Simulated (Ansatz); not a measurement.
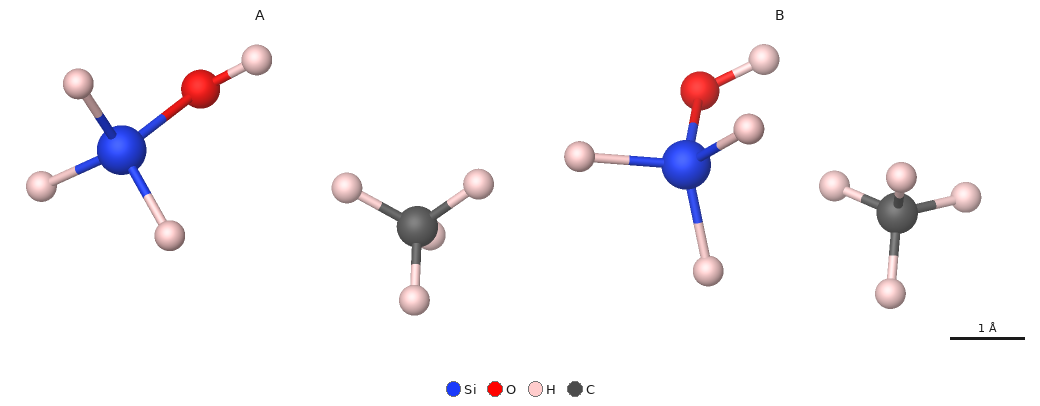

Two geometries of CH8OSi, drawn at one scale. One is the start of a relaxation, the other its converged end. A ball-and-stick model, seen at a tilt.

The calculation used Ansatz, RKS PBE/def2-SVP. (no spin polarisation; force threshold 0.03 eV/Å; at most 50 steps)

Which of the two is the end point?

Structure A is the relaxed one. The run prepares an end point of a later path (reaction) calculation, from a guessed geometry. After 33 accepted moves (36 points after the start) the energy has fallen by 18.9 kJ/mol. The largest force component goes from 0.89 to 0.021 eV/Å. The line search rejected the trial steps at points 18, 23, 25 of the run. The forces were under the threshold at step 16, but the run went on from there. The atom that moves furthest after the best rigid fit is an H atom (2.15 Å). By element the largest moves are H 2.15 Å, C 0.76 Å, O 0.72 Å, Si 0.69 Å. Among the contacts that change: O–Si 1.735 → 1.689 Å, C–H 1.090 → 1.107 Å, H–Si 1.502 → 1.509 Å. Bond angles that change, for instance: Si–O–H 112.5° → 115.0°. Groups turn about O–Si by about 35°.
